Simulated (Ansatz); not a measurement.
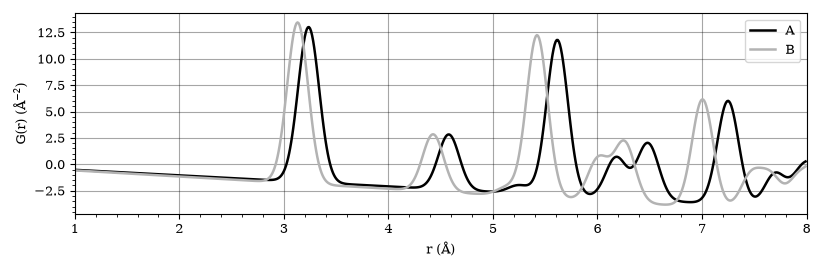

Simulated X-ray pair distribution function, G(r) = R(r)/r − 4πρ₀r, summed over the atomic distances of the structure with each pair weighted by the product of the atomic numbers (X-ray weights at Q = 0); every distance is a Gaussian of σ = 0.10 Å. Both curves are of Zr in space group P6_3/mmc, for two cells of different size. A: coordinates from a relaxation with Ansatz 0.2.0, DFT, RPBE, plane waves (420 eV) with PAW, scalar-relativistic; the starting structure was generated, so it need not be a known form of this composition; B: the input geometry of an electronic-structure calculation (not necessarily at equilibrium); the starting structure was generated, so it need not be a known form of this composition.

> Which cell is the larger, and by how much?

Cell A is larger: the volume of B is 9.4 % below that of A (24.02 and 21.75 Å³ per atom), a mean linear change of -3.3 %. The shortest distance is 3.227 Å in A and 3.127 Å in B.

> Give both cells.

Cell A: a = 3.250 Å, b = 3.250 Å, c = 10.501 Å, α = 90.00°, β = 90.00°, γ = 120.00°
Cell B: a = 3.127 Å, b = 3.127 Å, c = 10.277 Å, α = 90.00°, β = 90.00°, γ = 120.00°
